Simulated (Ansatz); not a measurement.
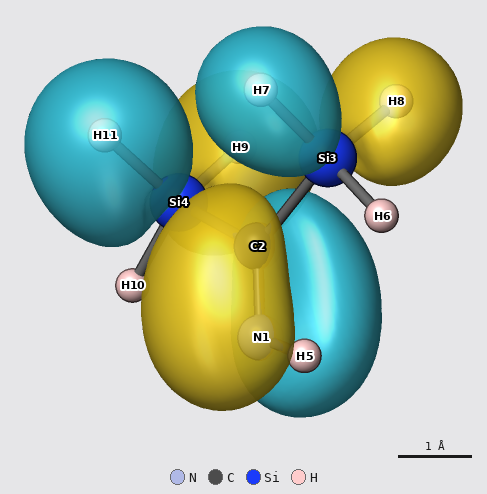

Figure. CH$_{7}$NSi$_{2}$ (SMILES N=C([SiH3])[SiH3]). The HOMO−1 at ±0.06 Å⁻³ᐟ² (yellow and cyan are the two phases), seen at an oblique angle.

Geometry: PBE0-D4/def2-TZVP.

The calculation used RKS PBE0-D4/def2-TZVPP (Ansatz 0.2.0).

```
atom    x (Å)    y (Å)    z (Å)
   N  -0.3191   1.6779  -0.6272
   C  -0.1102   0.4871  -0.2107
  Si   0.9757   0.1057   1.3010
  Si  -0.9509  -0.9030  -1.1914
   H   0.1648   2.3752  -0.0508
   H   1.4720   1.4060   1.8287
   H   2.1191  -0.7609   0.9111
   H   0.1843  -0.6028   2.3412
   H  -1.8328  -1.6723  -0.2718
   H  -1.7323  -0.3349  -2.3144
   H   0.0949  -1.8347  -1.6950
```

**What is the character of this orbital?**

It lies mainly on N1 (about 35 %), C2 (about 20 %), Si4 (about 15 %), H9 (about 10 %), H11 (about 10 %) and Si3 (about 5 %). Its energy is −9.25 eV.
